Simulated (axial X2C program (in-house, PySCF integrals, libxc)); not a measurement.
# F₂⁺: relativistic diatomic calculation

F₂⁺, single determinant with Ω = 3/2. Computed at this level: HF, two-component X2C with atomic mean-field Coulomb and Gaunt terms, F dyall-av3z (cores contracted) (axial X2C program (in-house, PySCF integrals, libxc)).

Input file:
```
{"zs": [9, 9], "q": 1, "bas": ["dyall-av3z", "dyall-av3z"], "levels": ["PBE0", "HF", "TPSSh"], "cc": true, "r0": 1.28, "thr": -2.0, "nmax": 90, "npts": 10, "nst": 2, "ntry": 6}
```

The line is the task of a batch: nuclear charges, charge, bases, the levels to run, a first guess of the distance and further settings. This report covers HF with spin-orbit coupling. The log is that of the reference distance 1.277 Å.

The run was one of a batch that the task file lists, launched with:
```bash
python <driver script> task.json out
```

Log:
```
two-component X2C + atomic mean field  HF
basis functions 108  fitting functions 548  grid points 4343
iter        total energy     max residual
   1       -198.360309791     7.81e-02
   2       -198.374518547     1.36e-02
   3       -198.375397732     7.25e-03
   4       -198.375490935     1.90e-03
   5       -198.375507209     2.77e-04
   6       -198.375508013     7.63e-05
   7       -198.375508059     3.27e-05
   8       -198.375508066     1.06e-05
   9       -198.375508067     3.35e-06
  10       -198.375508067     6.87e-07
converged
one-electron -335.87607835  Coulomb 123.46964323  exact exchange -19.52101609  xc functional 0.00000000  nuclear repulsion 33.56566491  atomic mean-field constant -0.01372176
correlated 13  virtual 195  natural virtual 90  E(MP2) -0.540719869  MP2 remainder -0.021654836
iter   CCSD correlation   residual
   1     -0.492999903   1.36e-01
   2     -0.509654764   5.45e-02
   3     -0.513195900   1.51e-02
   4     -0.513330058   4.08e-03
   5     -0.513297025   1.33e-03
   6     -0.513288218   4.14e-04
   7     -0.513290961   1.06e-04
   8     -0.513290444   3.31e-05
   9     -0.513290059   1.06e-05
  10     -0.513290254   3.88e-06
  11     -0.513290212   1.75e-06
  12     -0.513290281   8.49e-07
  13     -0.513290253   4.12e-07
  14     -0.513290263   1.75e-07
(T) -0.020055784141418582  T1 0.0180  D1 0.0388  max T2 0.123
```

The points of the curve:

| R (Å) | E (hartree) | dipole (D; origin at the first atom, positive when the second is positive) | highest filled (eV) | lowest empty (eV) |
| --- | --- | --- | --- | --- |
| 1.111 | −198.360160 | 2.67 | −29.35 | −11.84 |
| 1.162 | −198.376535 | 2.79 | −29.81 | −12.42 |
| 1.200 | −198.380933 | 2.88 | −30.10 | −12.81 |
| 1.239 | −198.380211 | 2.97 | −30.35 | −13.17 |
| 1.277 | −198.375508 | 3.07 | −29.92 | −13.50 |
| 1.322 | −198.366192 | 3.17 | −29.31 | −13.85 |
| 1.366 | −198.353834 | 3.28 | −28.76 | −14.16 |
| 1.424 | −198.334871 | 3.42 | −28.12 | −14.52 |
| 1.494 | −198.308915 | 3.59 | −27.44 | −14.90 |
| 1.596 | −198.269025 | 3.83 | −26.59 | −15.36 |

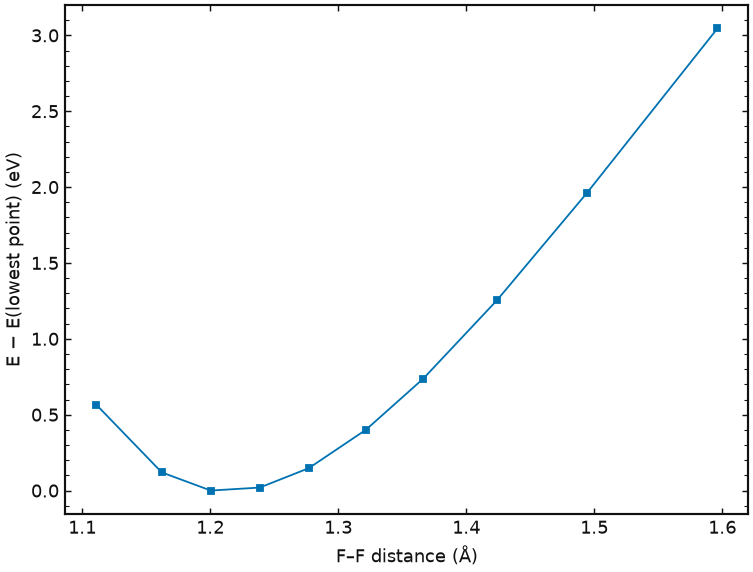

Figure 1. Energy at 10 bond lengths, for one set of occupations held fixed; the line joins the points. A polynomial of degree 6 through 8 points gives rₑ = 1.213 Å, ωₑ = 1578 cm⁻¹, ωₑxₑ = 7.2 cm⁻¹ and Bₑ = 1.206 cm⁻¹. The whole curve lies above F + F⁺, so the molecule isn't bound against them at this level.

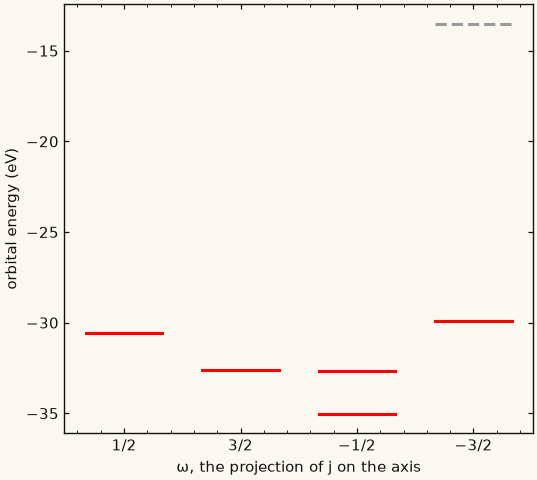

Figure 2. Orbital energies near the frontier at 1.28 Å, filled (solid) and empty (dashed). The highest filled spinor (−3/2; 47 % F p, 47 % F p) lies at −29.92 eV, the lowest empty one (−3/2; 45 % F p, 45 % F p) at −13.50 eV.

Summary:

- outcome: converged
- bond length rₑ: 1.213 Å
- ωₑ: 1578 cm⁻¹
- energy at the minimum: −198.38120 hartree
- depth below the fragments: −1.01 eV
- hardware: 1 thread of Intel Xeon (Granite Rapids), 128 GiB of memory available, shared host
- wall time: 0.62 s
- peak memory: 0.73 GiB

Notes:

Hartree–Fock lacks correlation, so it usually binds too weakly.
